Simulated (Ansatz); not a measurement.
SiC (zinc blende)

Space group F-43m (No. 216); a = b = c = 4.380 Å, α = β = γ = 90.00°

| atom | site | symmetry | x | y | z |
|---|---|---|---|---|---|
| C | 4c | -43m | 0.2500 | 0.2500 | 0.2500 |
| Si | 4a | -43m | 0.0000 | 0.0000 | 0.0000 |
(The calculation used a cell of 2 atoms; values per cell refer to that cell.)

Equation-of-state scan: isotropic scaling of the cell above, V₀ being its volume. Symmetry pins the atoms to their sites.

Method: PBE (plane waves to 420 eV, PAW, scalar-relativistic; Ansatz, a first-principles code). k mesh 13×13×13 (Γ-centred), Fermi-Dirac smearing 0.05 eV. E stands for the smeared free energy. SiC was relaxed with its symmetry unable to fall. ΔE is measured from the relaxed starting cell.

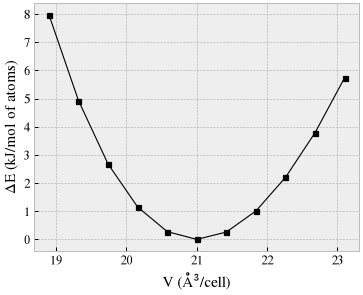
*ΔE (kJ/mol of atoms) against V (Å³/cell); one marker a computed point.*

The energy cost of the largest expansion is 59.5 meV/atom. The pressure for 5 % compression (fit) is 12.0 GPa and the pressure at the smallest volume is 27.5 GPa. The bulk modulus B₀ (third-order Birch-Murnaghan fit) comes out as 212 GPa. The equilibrium volume of the fit is 10.50 Å³/atom.

P = (3B₀/2)(x⁷ − x⁵)[1 + ¾(B₀′ − 4)(x² − 1)] with x = (1/0.95)^(1/3), B₀ = 212 GPa and B₀′ = 3.93.

(Under strain, the slope of the energy per volume gives the stress and its curvature an elastic modulus.)
